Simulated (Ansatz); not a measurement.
## Zr$_{3}$O$_{5}$: one change and its effect

System: Zr$_{3}$O$_{5}$, multiplicity 3.
Method of run A: UKS PBE0-D4/def2-SVP (Ansatz 0.2.0).

The geometry: PBE0-D4/def2-SVP start. Text and figures count atoms from 1; the logs count them from 0 in places.

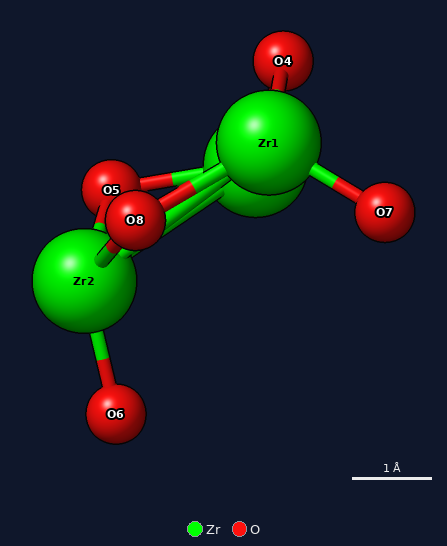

Figure 1. The starting structure (ball-and-stick view, seen at a tilt; atoms are numbered from 1 in the order of the input). Sticks mark near contacts. Bond lengths as drawn: O–Zr 1.76 to 2.10 Å and Zr–Zr 3.09 to 3.26 Å.

**The input, run A**
```yaml
crystal:
  periodic: [false, false, false]
  atoms:
    - {symbol: Zr, position_ang: [1.587886, -0.447673, -0.654434]}
    - {symbol: Zr, position_ang: [-0.960990, -0.577396, 1.375930]}
    - {symbol: Zr, position_ang: [-0.543796, 1.794124, -0.568020]}
    - {symbol: O, position_ang: [1.302712, 1.632117, -0.697332]}
    - {symbol: O, position_ang: [-1.068808, 1.511416, 1.191807]}
    - {symbol: O, position_ang: [-2.399591, -1.349302, 0.719565]}
    - {symbol: O, position_ang: [1.316056, -1.160239, -2.240176]}
    - {symbol: O, position_ang: [0.766541, -1.403038, 0.872650]}
basis:
  gaussian: {orbitals: def2-SVP}
magnetization: {spin_polarized: true, initial_magnetization: 2}
hamiltonian: {xc: pbe0, dispersion: d4}
scf: {lower_state_search: "off"}
output: {orbitals: {seedname: orbitals}}
relax: {f_tol: 0.02, max_steps: 100}
```

Command:
```bash
ansatz run in.yaml --threads 4 --pin off --events-out ev --progress --plain --max-ram 8704MiB
```

Hardware: 4 threads of Intel Xeon @ 2.50GHz, 180 GiB of memory available, shared host.

**Output, shortened to warnings, some set-up lines, iterations and results (run A)**
```
[...]
mean field evaluation 1: about -14028.7408 eV, gradient 9.6e1 eV
mean field evaluation 2: about -13460.9982 eV, gradient 3.0e2 eV
mean field evaluation 4: about -14032.9392 eV, gradient 7.5e1 eV
mean field evaluation 8: about -14065.0106 eV, gradient 2.6e0 eV
mean field evaluation 16: about -14065.1672 eV, gradient 6.8e-2 eV
[... 12 lines ...]
mean field evaluation 128: about -14065.7013 eV, gradient 1.2e0 eV
relax step  10: F+E_penalty+E_count = -14066.14476321 eV  Δ(F+E_penalty+E_count) = -2.944e-5 eV  max|allowed force component| = 7.287e-2 eV/Å  Δτ_max = 0.0227 Å  (35 SCF …
relax step  11: F+E_penalty+E_count = -14066.14543403 eV  Δ(F+E_penalty+E_count) = -6.708e-4 eV  max|allowed force component| = 2.501e-2 eV/Å  Δτ_max = 0.0278 Å  (38 SCF …
relax step  12: F+E_penalty+E_count = -14066.14544321 eV  Δ(F+E_penalty+E_count) = -9.179e-6 eV  max|allowed force component| = 2.373e-2 eV/Å  Δτ_max = 0.0059 Å  (29 SCF …
relax step  13: F+E_penalty+E_count = -14066.14547099 eV  Δ(F+E_penalty+E_count) = -2.778e-5 eV  max|allowed force component| = 2.551e-3 eV/Å  Δτ_max = 0.0015 Å  (26 SCF …
Total energy: -14066.14551554 eV, -516.9213133203 hartree
Atom 0 at     1.753554    -0.465282    -0.771394 Å, force     0.001185     0.001180    -0.000731 eV/Å
Atom 1 at    -1.110423    -0.611044     1.510010 Å, force    -0.001123     0.000966     0.001031 eV/Å
Atom 2 at    -0.282027     2.350915    -0.203791 Å, force     0.000817    -0.002551     0.000862 eV/Å
Atom 3 at     1.260323     1.450497    -0.967829 Å, force    -0.000551     0.001965    -0.000474 eV/Å
Atom 4 at    -1.311306     1.319646     1.080896 Å, force    -0.000439     0.002016    -0.000568 eV/Å
Atom 5 at    -2.453203    -1.557075     0.906206 Å, force    -0.000743    -0.000699    -0.000175 eV/Å
Atom 6 at     1.522612    -1.354848    -2.260672 Å, force     0.000005    -0.000679    -0.000828 eV/Å
Atom 7 at     0.620480    -1.132800     0.706563 Å, force     0.000848    -0.002198     0.000883 eV/Å
Dipole moment:     1.093938     0.541254     1.408019 e Å
Checks for a lower state left out: stability, starts, cluster_reference, orbital_swaps, neighbouring_geometries, increment
```

The input of run B differs as follows (lines with − go, lines with + come):
```diff
-magnetization: {spin_polarized: true, initial_magnetization: 2}
+magnetization: {spin_polarized: true, initial_magnetization: 4}
```

How does run B compare with run A?

With the same method and basis, run B lies 56.0 kcal/mol higher. The largest force goes from 0.003 to 0.024 eV/Å. The HOMO goes from −4.28 to −4.53 eV. The LUMO goes from −2.68 to −4.31 eV. The dipole moment goes from 8.95 to 5.17 D. On the same kind of shared host run B took about 1.7 times as long.

**Output, shortened to warnings, some set-up lines, iterations and results (run B)**
```
[...]
mean field evaluation 1: about -14034.2577 eV, gradient 8.3e1 eV
mean field evaluation 2: about -13765.3432 eV, gradient 2.5e2 eV
mean field evaluation 4: about -14054.9361 eV, gradient 4.0e1 eV
mean field evaluation 8: about -14061.5555 eV, gradient 1.9e0 eV
mean field evaluation 16: about -14061.7022 eV, gradient 1.1e-1 eV
[... 22 lines ...]
relax step  17: F+E_penalty+E_count = -14063.71723687 eV  Δ(F+E_penalty+E_count) = -2.467e-4 eV  max|allowed force component| = 6.192e-3 eV/Å  Δτ_max = 0.0222 Å  (53 SCF …
relax step  18: F+E_penalty+E_count = -14063.71746063 eV  Δ(F+E_penalty+E_count) = -2.238e-4 eV  max|allowed force component| = 9.032e-3 eV/Å  Δτ_max = 0.0444 Å  (52 SCF …
relax step  19: F+E_penalty+E_count = -14063.71745444 eV  Δ(F+E_penalty+E_count) = +6.193e-6 eV  max|allowed force component| = 4.230e-2 eV/Å  Δτ_max = 0.0730 Å  (47 SCF …
mean field evaluation 224: about -14063.4081 eV, gradient 6.5e-5 eV
relax step  20: F+E_penalty+E_count = -14063.71755013 eV  Δ(F+E_penalty+E_count) = -8.950e-5 eV  max|allowed force component| = 1.450e-2 eV/Å  Δτ_max = 0.0356 Å  (52 SCF …
Total energy: -14063.71759919 eV, -516.8320890402 hartree
Atom 0 at     1.304802    -0.502237    -1.095353 Å, force     0.014498    -0.013046    -0.013636 eV/Å
Atom 1 at    -1.094156    -0.613538     1.602198 Å, force    -0.009492    -0.010416     0.003147 eV/Å
Atom 2 at    -0.283420     2.429796    -0.017433 Å, force     0.001695     0.001660    -0.002706 eV/Å
Atom 3 at     0.893129     1.398438    -1.209831 Å, force    -0.003256     0.005149     0.002593 eV/Å
Atom 4 at    -1.098480     1.359984     1.378019 Å, force     0.000530     0.003163    -0.001485 eV/Å
Atom 5 at    -2.659658    -1.295924     1.236472 Å, force     0.008432     0.004290     0.001267 eV/Å
Atom 6 at     2.633822    -1.478969    -2.256677 Å, force    -0.010388     0.008357     0.009998 eV/Å
Atom 7 at     0.303972    -1.297542     0.362594 Å, force    -0.002018     0.000843     0.000823 eV/Å
Dipole moment:     0.290560     0.375885     0.966688 e Å
Checks for a lower state left out: stability, starts, cluster_reference, orbital_swaps, neighbouring_geometries, increment
```

**The two runs side by side**

```csv
quantity,run A,run B
outcome,converged,converged
total energy (hartree),−516.921313,−516.832089
HOMO (eV),−4.28,−4.53
LUMO (eV),−2.68,−4.31
dipole moment (D),8.95,5.17
⟨S²⟩,2.004,6.007
largest force (eV/Å),0.003,0.024
basis functions,163,163
wall time (shared host),3.1 min,5.3 min
```
